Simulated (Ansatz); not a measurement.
# Molecular dynamics of SiNH₃BrCl (part 2 of 2)

SiNH₃BrCl, SMILES N[SiH](Cl)Br; RKS BLYP-d3bjatm/def2-SVP (Ansatz 0.2.0). The geometry comes from this level: PBE0-D4/def2-TZVP.

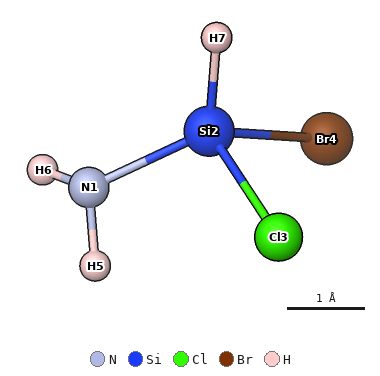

**Figure 1.** The geometry at step 30 of the log (ball-and-stick view, seen at a tilt; atoms are numbered from 1 in the order of the input).

Trajectory as extended XYZ, continued
```
7
Properties=species:S:1:pos:R:3:forces:R:3 step=9 time_fs=9.0 energy=-91972.57571 temperature=1068.0
N    -0.0742    1.0635    0.2085   -0.3473   2.5259  -0.4700
Si    0.2833   -0.5237   -0.1029    2.0224  -0.6556  -0.5239
Cl    0.0593   -1.5047    1.6877    0.3064  -0.3593   0.5643
Br   -1.0347   -1.5874   -1.4826   -0.7375  -0.6726  -0.9923
H    -0.8429    1.3800    0.7711   -0.7629  -0.0370   0.8009
H    -0.0835    1.6845   -0.6165    0.3658  -0.0901   0.0844
H     1.6886   -0.3478   -0.7725   -0.8468  -0.7112   0.5365
7
Properties=species:S:1:pos:R:3:forces:R:3 step=11 time_fs=11.0 energy=-91972.48229 temperature=930.9
N    -0.0770    1.0832    0.2097   -0.8548  -0.1909   2.6812
Si    0.2946   -0.5252   -0.1151   -0.7054  -0.1879   1.1146
Cl    0.0521   -1.5076    1.6811    0.3828  -0.3223   0.4757
Br   -1.0332   -1.5878   -1.4770   -0.8083  -0.7300  -1.0834
H    -0.8555    1.3405    0.8362    0.1840  -0.0272  -0.3264
H    -0.0621    1.6065   -0.6071   -0.0109   1.9889  -2.1450
H     1.5422   -0.3320   -0.7320    1.8125  -0.5306  -0.7167
7
Properties=species:S:1:pos:R:3:forces:R:3 step=13 time_fs=13.0 energy=-91972.20961 temperature=528.8
N    -0.0820    1.1029    0.2172   -0.6639  -0.1870   1.2486
Si    0.3048   -0.5268   -0.1259   -3.2399   0.1711   2.6207
Cl    0.0452   -1.5109    1.6749    0.4432  -0.2851   0.4116
Br   -1.0321   -1.5885   -1.4719   -0.8663  -0.7729  -1.1586
H    -0.8628    1.3006    0.8900    0.5723   0.2067  -1.0779
H    -0.0413    1.5953   -0.6666   -0.4279   1.0664  -0.1479
H     1.4656   -0.3360   -0.7192    4.1825  -0.1992  -1.8965
7
Properties=species:S:1:pos:R:3:forces:R:3 step=15 time_fs=15.0 energy=-91972.36890 temperature=758.9
N    -0.0886    1.1221    0.2281    0.5621  -0.0404  -1.6305
Si    0.3110   -0.5282   -0.1333   -1.3712   1.0671   1.7942
Cl    0.0388   -1.5145    1.6692    0.4738  -0.2450   0.3821
Br   -1.0314   -1.5896   -1.4674   -0.9064  -0.7834  -1.2112
H    -0.8510    1.2689    0.9055   -0.1075   0.5480  -0.7237
H    -0.0365    1.6252   -0.7323   -0.7196  -0.1405   2.1959
H     1.5359   -0.3493   -0.7725    2.0689  -0.4057  -0.8067
7
Properties=species:S:1:pos:R:3:forces:R:3 step=17 time_fs=17.0 energy=-91972.45418 temperature=898.3
N    -0.0938    1.1410    0.2347    1.6020  -0.6836  -2.5251
Si    0.3154   -0.5282   -0.1382    1.1216   1.6966   0.5951
Cl    0.0329   -1.5183    1.6639    0.4868  -0.1917   0.3580
Br   -1.0311   -1.5911   -1.4635   -0.9159  -0.7528  -1.2384
H    -0.8437    1.2575    0.8943   -0.9303   0.6727   0.0300
H    -0.0584    1.6525   -0.7199   -0.6767  -0.2137   2.1554
H     1.6851   -0.3778   -0.8564   -0.6875  -0.5275   0.6250
7
Properties=species:S:1:pos:R:3:forces:R:3 step=19 time_fs=19.0 energy=-91972.37851 temperature=782.7
N    -0.0948    1.1580    0.2351    1.1178  -1.9738  -0.0549
Si    0.3212   -0.5259   -0.1423    1.9818   1.8266   0.1830
Cl    0.0276   -1.5224    1.6590    0.5007  -0.1111   0.3118
Br   -1.0313   -1.5929   -1.4601   -0.8929  -0.6936  -1.2375
H    -0.8686    1.2709    0.8818   -0.4848   0.3824  -0.0700
H    -0.1057    1.6746   -0.6309   -0.4203   0.9522  -0.3266
H     1.8125   -0.4258   -0.9187   -1.8023  -0.3826   1.1943
7
Properties=species:S:1:pos:R:3:forces:R:3 step=20 time_fs=20.0 energy=-91972.28665 temperature=653.4
N    -0.0940    1.1647    0.2347    0.5970  -2.6665   1.6343
Si    0.3251   -0.5238   -0.1442    2.0338   1.8021   0.1243
Cl    0.0251   -1.5245    1.6567    0.5101  -0.0608   0.2805
Br   -1.0315   -1.5940   -1.4586   -0.8709  -0.6579  -1.2259
H    -0.8899    1.2840    0.8753    0.0397   0.1368  -0.2915
H    -0.1361    1.6958   -0.5838   -0.3277   1.7258  -1.8042
H     1.8522   -0.4558   -0.9337   -1.9820  -0.2794   1.2825
7
Properties=species:S:1:pos:R:3:forces:R:3 step=22 time_fs=22.0 energy=-91972.33592 temperature=723.5
N    -0.0915    1.1728    0.2374   -0.2602  -1.4602   0.9642
Si    0.3349   -0.5177   -0.1479    1.8263   1.6394   0.0713
Cl    0.0206   -1.5287    1.6523    0.5303   0.0447   0.2136
Br   -1.0323   -1.5963   -1.4562   -0.8093  -0.5795  -1.1835
H    -0.9274    1.3118    0.8530    0.6663  -0.3345  -0.3441
H    -0.2052    1.7880   -0.5437    0.0834   0.7535  -1.0243
H     1.8741   -0.5229   -0.9266   -2.0369  -0.0633   1.3030
7
Properties=species:S:1:pos:R:3:forces:R:3 step=24 time_fs=24.0 energy=-91972.43491 temperature=882.1
N    -0.0896    1.1770    0.2426   -0.6510   0.9482  -1.4433
Si    0.3472   -0.5094   -0.1515    1.1803   1.3395   0.2026
Cl    0.0166   -1.5329    1.6481    0.5429   0.1509   0.1488
Br   -1.0335   -1.5989   -1.4542   -0.7268  -0.4819  -1.1180
H    -0.9416    1.3273    0.8187    0.4431  -0.5929   0.1330
H    -0.2701    1.9064   -0.5408    0.8391  -1.5108   0.9911
H     1.8188   -0.5925   -0.8698   -1.6276   0.1470   1.0858
7
Properties=species:S:1:pos:R:3:forces:R:3 step=26 time_fs=26.0 energy=-91972.48935 temperature=963.6
N    -0.0894    1.1834    0.2441   -0.2592   1.4626  -2.1077
Si    0.3611   -0.4992   -0.1548   -0.7115   1.1378   0.9825
Cl    0.0132   -1.5369    1.6440    0.5357   0.2545   0.0908
Br   -1.0351   -1.6017   -1.4529   -0.6240  -0.3568  -1.0389
H    -0.9400    1.3207    0.7899   -0.1951  -0.6577   0.7452
H    -0.3042    1.9718   -0.5050    1.1826  -2.0499   1.0727
H     1.7040   -0.6569   -0.7729    0.0715   0.2095   0.2552
7
Properties=species:S:1:pos:R:3:forces:R:3 step=28 time_fs=28.0 energy=-91972.34708 temperature=750.7
N    -0.0898    1.1936    0.2402    0.0790  -0.0040  -0.7504
Si    0.3739   -0.4874   -0.1567   -4.0363   1.3671   2.3641
Cl    0.0104   -1.5407    1.6400    0.4963   0.3461   0.0594
Br   -1.0370   -1.6048   -1.4520   -0.4983  -0.2090  -0.9564
H    -0.9442    1.2889    0.7881   -0.1985  -0.6823   0.8019
H    -0.2945    1.9631   -0.4314    0.9050  -0.6463  -0.3744
H     1.5962   -0.7147   -0.6677    3.2528  -0.1715  -1.1442
7
Properties=species:S:1:pos:R:3:forces:R:3 step=30 time_fs=30.0 energy=-91972.25699 temperature=631.2
N    -0.0902    1.2034    0.2346    0.0819  -2.9821   2.0758
Si    0.3814   -0.4737   -0.1555   -4.2997   1.2129   2.3296
Cl    0.0081   -1.5441    1.6361    0.4257   0.4219   0.0719
Br   -1.0391   -1.6079   -1.4516   -0.3552  -0.0556  -0.8700
H    -0.9539    1.2314    0.8151    0.5388  -0.4545   0.1241
H    -0.2516    1.9346   -0.3749    0.1402   2.1133  -2.5306
H     1.6051   -0.7787   -0.6024    3.4683  -0.2560  -1.2008
7
Properties=species:S:1:pos:R:3:forces:R:3 step=31 time_fs=31.0 energy=-91972.43679 temperature=891.7
N    -0.0902    1.2058    0.2334   -0.1329  -3.0051   2.1583
Si    0.3829   -0.4662   -0.1536   -2.7168   0.6493   1.6872
Cl    0.0071   -1.5456    1.6342    0.3873   0.4523   0.0901
Br   -1.0402   -1.6095   -1.4515   -0.2816   0.0136  -0.8263
H    -0.9529    1.1953    0.8323    0.7898  -0.1873  -0.2366
H    -0.2264    1.9446   -0.3786    0.0472   1.9576  -2.2156
H     1.6623   -0.8149   -0.5882    1.9070   0.1196  -0.6573
7
Properties=species:S:1:pos:R:3:forces:R:3 step=33 time_fs=33.0 energy=-91972.53258 temperature=1039.6
N    -0.0907    1.2051    0.2349   -0.1005  -0.4086  -0.2183
Si    0.3836   -0.4507   -0.1483    0.1666  -0.5951   0.6179
Cl    0.0055   -1.5483    1.6304    0.3232   0.5001   0.1297
Br   -1.0425   -1.6127   -1.4517   -0.1341   0.1327  -0.7394
H    -0.9282    1.1204    0.8579    0.5455   0.4183  -0.4545
H    -0.1740    2.0074   -0.4367    0.0691  -0.9224   0.5260
H     1.8163   -0.8799   -0.5738   -0.8698   0.8750   0.1386
7
Properties=species:S:1:pos:R:3:forces:R:3 step=35 time_fs=35.0 energy=-91972.16029 temperature=493.3
N    -0.0913    1.2029    0.2359    0.8919   0.7339  -1.7740
Si    0.3843   -0.4359   -0.1421    1.3839  -1.3896   0.1434
Cl    0.0042   -1.5505    1.6267    0.2817   0.5347   0.1601
Br   -1.0450   -1.6158   -1.4523    0.0085   0.2398  -0.6513
H    -0.8842    1.0608    0.8680   -0.3786   0.8132  -0.0001
H    -0.1197    2.0406   -0.4795   -0.2355  -2.0841   1.7899
H     1.9420   -0.9128   -0.5556   -1.9520   1.1522   0.3318
7
Properties=species:S:1:pos:R:3:forces:R:3 step=37 time_fs=37.0 energy=-91972.09395 temperature=385.9
N    -0.0896    1.2024    0.2324    1.3333  -0.2625  -1.1762
Si    0.3869   -0.4229   -0.1357    1.6943  -1.8639  -0.0185
Cl    0.0032   -1.5520    1.6232    0.2592   0.5524   0.1826
Br   -1.0474   -1.6188   -1.4531    0.1419   0.3423  -0.5627
H    -0.8532    1.0317    0.8776   -0.7764   1.0069   0.2477
H    -0.0742    1.9992   -0.4584   -0.4790  -0.9287   1.0393
H     1.9951   -0.9023   -0.5251   -2.1732   1.1535   0.2878
7
Properties=species:S:1:pos:R:3:forces:R:3 step=39 time_fs=39.0 energy=-91972.15595 temperature=489.0
N    -0.0843    1.2007    0.2263    0.5743  -3.3979   2.0362
Si    0.3918   -0.4124   -0.1292    1.4913  -2.1448  -0.0087
Cl    0.0025   -1.5530    1.6199    0.2514   0.5500   0.2063
Br   -1.0498   -1.6216   -1.4543    0.2674   0.4342  -0.4773
H    -0.8493    1.0410    0.8947   -0.2313   1.0971  -0.1891
H    -0.0459    1.9287   -0.4033   -0.3827   2.4469  -1.7151
H     1.9658   -0.8477   -0.4837   -1.9703   1.0144   0.1477
7
Properties=species:S:1:pos:R:3:forces:R:3 step=41 time_fs=41.0 energy=-91972.46389 temperature=949.6
N    -0.0775    1.1905    0.2249   -0.0007  -2.0272   1.7527
Si    0.3987   -0.4049   -0.1228    0.2589  -2.1918   0.2052
Cl    0.0021   -1.5534    1.6168    0.2613   0.5121   0.2396
Br   -1.0520   -1.6243   -1.4557    0.3833   0.4946  -0.4086
H    -0.8548    1.0915    0.9052    0.1574   0.8943  -0.4670
H    -0.0322    1.9401   -0.4040   -0.2855   1.7145  -1.1165
H     1.8630   -0.7547   -0.4369   -0.7747   0.6036  -0.2054
7
Properties=species:S:1:pos:R:3:forces:R:3 step=43 time_fs=43.0 energy=-91972.43170 temperature=913.0
N    -0.0705    1.1751    0.2281   -0.1479   2.0977  -0.6570
Si    0.4058   -0.4003   -0.1159   -2.7898  -1.9549   0.7484
Cl    0.0020   -1.5533    1.6140    0.2983   0.4482   0.2712
Br   -1.0541   -1.6267   -1.4573    0.4901   0.5264  -0.3521
H    -0.8555    1.1761    0.8990    0.1067   0.4746  -0.3210
H    -0.0295    2.0118   -0.4439   -0.2132  -1.4738   1.2394
H     1.7350   -0.6390   -0.3987    2.2559  -0.1182  -0.9290
7
Properties=species:S:1:pos:R:3:forces:R:3 step=44 time_fs=44.0 energy=-91972.23531 temperature=637.4
N    -0.0671    1.1689    0.2293   -0.3022   3.1829  -1.0526
Si    0.4083   -0.3990   -0.1122   -4.3158  -1.9102   1.0216
Cl    0.0020   -1.5530    1.6126    0.3283   0.4135   0.2826
Br   -1.0550   -1.6278   -1.4581    0.5380   0.5371  -0.3243
H    -0.8541    1.2264    0.8907    0.0616   0.2361  -0.2050
H    -0.0315    2.0330   -0.4505   -0.0845  -2.0989   1.5634
H     1.6949   -0.5809   -0.3910    3.7745  -0.3606  -1.2858
7
Properties=species:S:1:pos:R:3:forces:R:3 step=46 time_fs=46.0 energy=-91972.38589 temperature=857.3
N    -0.0611    1.1635    0.2297   -0.7953   3.4102  -0.4416
Si    0.4086   -0.3984   -0.1036   -3.5110  -2.2027   0.7360
Cl    0.0024   -1.5521    1.6102    0.3991   0.3385   0.3121
Br   -1.0567   -1.6299   -1.4600    0.6103   0.5527  -0.2709
H    -0.8495    1.3317    0.8692    0.0848  -0.2935  -0.0125
H    -0.0364    2.0149   -0.4204    0.2909  -1.5488   0.7893
H     1.7261   -0.4747   -0.4134    2.9213  -0.2564  -1.1124
7
Properties=species:S:1:pos:R:3:forces:R:3 step=48 time_fs=48.0 energy=-91972.50812 temperature=1045.7
N    -0.0572    1.1668    0.2292   -1.2369   0.7186   1.9409
Si    0.4042   -0.4008   -0.0940   -0.2751  -2.0236  -0.2208
Cl    0.0032   -1.5509    1.6081    0.4557   0.2507   0.3821
Br   -1.0582   -1.6317   -1.4619    0.6486   0.5624  -0.2237
H    -0.8416    1.4264    0.8473    0.0981  -0.7702   0.1938
H    -0.0299    1.9440   -0.3648    0.7496   1.5216  -1.8663
H     1.8634   -0.3784   -0.4767   -0.4401  -0.2595  -0.2060
7
Properties=species:S:1:pos:R:3:forces:R:3 step=50 time_fs=50.0 energy=-91972.27210 temperature=708.1
N    -0.0567    1.1726    0.2337   -1.1707   0.1979   2.1223
Si    0.3993   -0.4060   -0.0846    1.1490  -1.4058  -0.8650
Cl    0.0045   -1.5494    1.6065    0.4803   0.1391   0.5055
Br   -1.0593   -1.6332   -1.4640    0.6621   0.5558  -0.1891
H    -0.8303    1.4928    0.8324   -0.0356  -0.8745   0.3298
H     0.0049    1.9245   -0.3753    0.9196   1.8584  -2.2582
H     1.9898   -0.2922   -0.5494   -2.0048  -0.4710   0.3548
```

The run was set up as follows.

Input
```yaml
crystal:
  periodic: [false, false, false]
  atoms:
    - {symbol: N, position_ang: [-0.095632, 1.096264, 0.190889]}
    - {symbol: Si, position_ang: [0.276946, -0.535466, -0.064694]}
    - {symbol: Cl, position_ang: [0.094944, -1.496687, 1.726184]}
    - {symbol: Br, position_ang: [-1.045363, -1.589324, -1.512967]}
    - {symbol: H, position_ang: [-0.896471, 1.352364, 0.746542]}
    - {symbol: H, position_ang: [0.080555, 1.768078, -0.539846]}
    - {symbol: H, position_ang: [1.646322, -0.663228, -0.591709]}
basis:
  gaussian: {orbitals: def2-SVP}
hamiltonian: {xc: {name: BLYP}, dispersion: d3bjatm}
md: {timestep: 1 fs, n_steps: 50, ensemble: nvt_nose_hoover, temperature: 1500, initial_velocities: maxwell_boltzmann, seed: 569}
```

Launched with:
```bash
ansatz run in.yaml --threads 4 --pin off --events-out ev --progress --plain --max-ram 10444MiB
```

Summary

```tsv
quantity	value
outcome	finished
mean temperature over the second half	774 K
trajectory	50 steps, 50 fs
ensemble	nvt_nose_hoover
temperature in the input	1500 K
time step	1 fs
potential energy (last step)	−91972.2724 eV
mean-field energy (last step)	−91971.8329 eV
dispersion energy (last step)	−0.4396 eV
SCF solution under orbital rotations (last step)	stable
largest force (length of the vector) (last step)	3.066 eV/Å
dipole moment (last step)	3.11 D
hardware	4 threads of Arm Neoverse V1, 23 GiB of memory available, shared host
wall time	44 s (CPU time 2.7 min)
peak memory	0.4 GiB
```

Remarks

So short a trajectory is not equilibrated. The temperature stays far from the 1500 K of the thermostat over the second half: the run isn't equilibrated.
